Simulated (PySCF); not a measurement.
# BH12N3Si3 (SMILES N[SiH2]NBN([SiH3])[SiH3]): what the fields show

Input

```
{"job": {"kind": "uv", "xc": "CAM-B3LYP", "basis": "def2-SVPD", "nstates": 8, "ntriplets": 3}, "charge": 0, "multiplicity": 1}
N      3.518466     0.698921     0.504099
Si     2.621857    -0.337459    -0.549168
N      0.977855     0.033864    -0.160052
B     -0.190216    -0.601858    -0.609229
N     -1.501004    -0.153769    -0.249080
Si    -2.918241    -1.009555    -0.805324
Si    -1.713922     1.232899     0.790272
H      3.317066     0.661016     1.491229
H      4.515102     0.741574     0.369743
H      2.838548    -1.780592    -0.359892
H      3.000993     0.067720    -1.907759
H      0.857788     0.856296     0.411336
H     -0.062356    -1.540454    -1.301522
H     -2.519728    -2.037707    -1.760035
H     -3.812552    -0.040409    -1.448104
H     -3.582783    -1.621059     0.353097
H     -1.088855     0.980576     2.096685
H     -1.117568     2.424090     0.170387
H     -3.150252     1.435155     0.971021
```

Launched as:

```sh
OMP_NUM_THREADS=1 python probes_run.py task.json out
```

Geometry: GFN2-xTB.

Computed with CAM-B3LYP/def2-SVPD, SCF density, gas phase (PySCF 2.14.0).

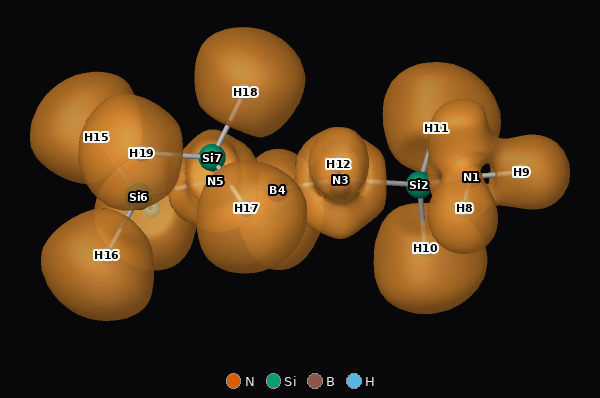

Figure 1. Isosurface of the ELF at 0.75 (orange), seen from one side. Core shells and regions of very low density are left out.

Identify the bonds, lone pairs and shells in this picture.

Answer. At this value the surface marks out nine regions around hydrogen nuclei, one region on N in which the atom's valence shell and bonds are merged and two joined regions spread over several atoms (H, N), in which their bonds and any lone pairs are merged. Along the contacts the grid gives the following. B–N (1.40 Å): the ELF peaks at about 0.95 between the atoms (a polar covalent bond). Si–N (1.73 Å): the ELF peaks at about 0.95 between the atoms; a polar covalent bond.

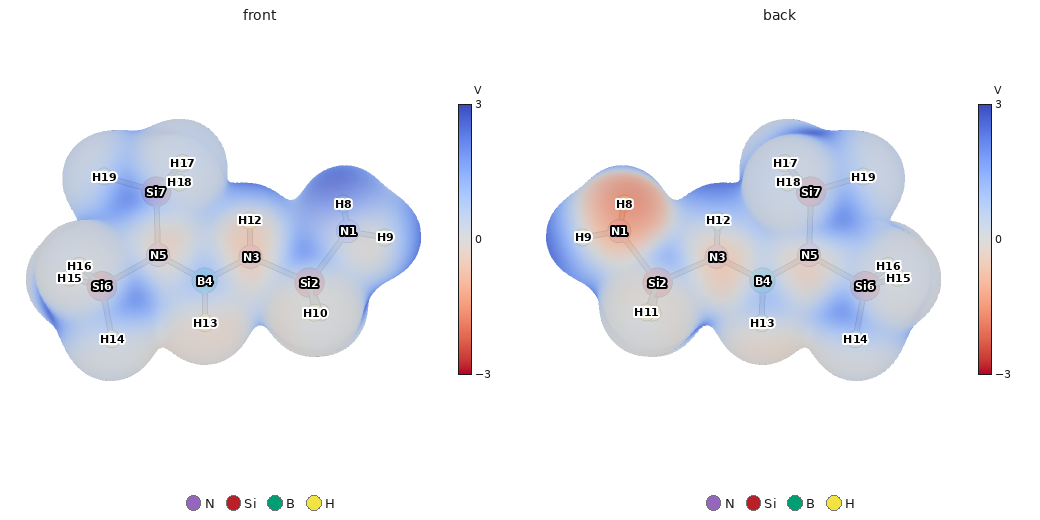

Figure 2. The electrostatic potential painted on the density surface at 0.004 e/bohr³, seen from the front and from behind; red is negative and blue positive.

Which sites attract a positive test charge, and which a negative one?

Answer. A positive charge is drawn to the negative regions and a negative charge to the positive ones. The most negative region (about −1.4 V) lies over N1, the most positive (about +2.3 V) over the H and Si atoms. N1 is the likeliest acceptor of a hydrogen bond.

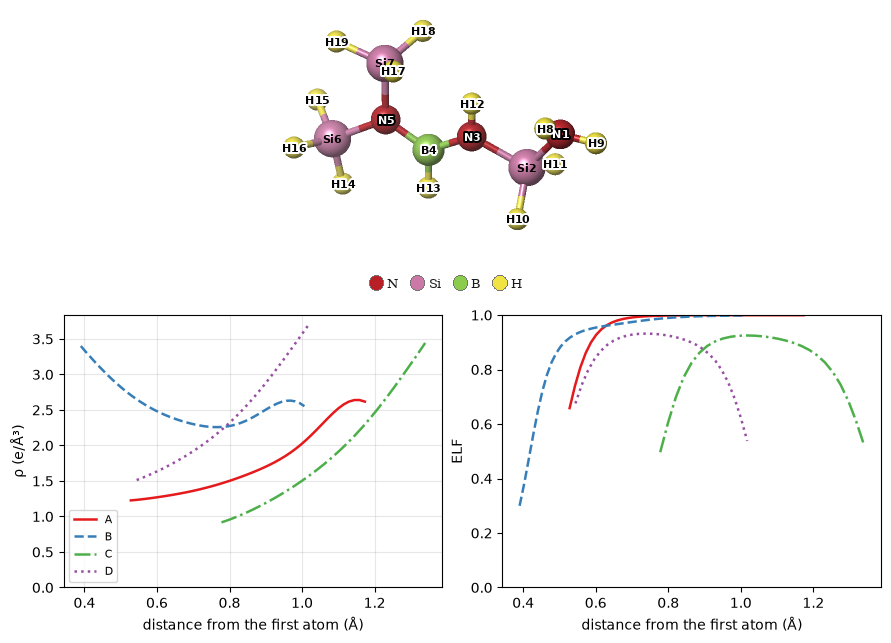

Figure 3. Total electron density and electron localisation function along straight lines between neighbouring atoms. The curves leave out the atomic cores. The structure is drawn too.

Which curve belongs to which contact (B–H, B–N, N–H and Si–N)? The first atom named is at distance zero.

Answer. Curve A: B–H (1.17 Å): ρ is about 1.3 e/Å³ halfway; the ELF climbs to about 1 towards the hydrogen, as it does in any bond to H: an ordinary covalent bond to hydrogen. Curve B: N–H (1.01 Å): ρ at the midpoint is about 2.8 e/Å³; the ELF climbs to about 1 towards the hydrogen: a covalent bond by its length. Curve C: Si–N (1.73 Å): ρ at the midpoint is about 1.1 e/Å³; the ELF peaks at about 0.95 between the atoms (a polar covalent bond). Curve D: B–N (1.40 Å): ρ is about 1.9 e/Å³ halfway; the ELF peaks at about 0.95 between the atoms (a polar covalent bond).
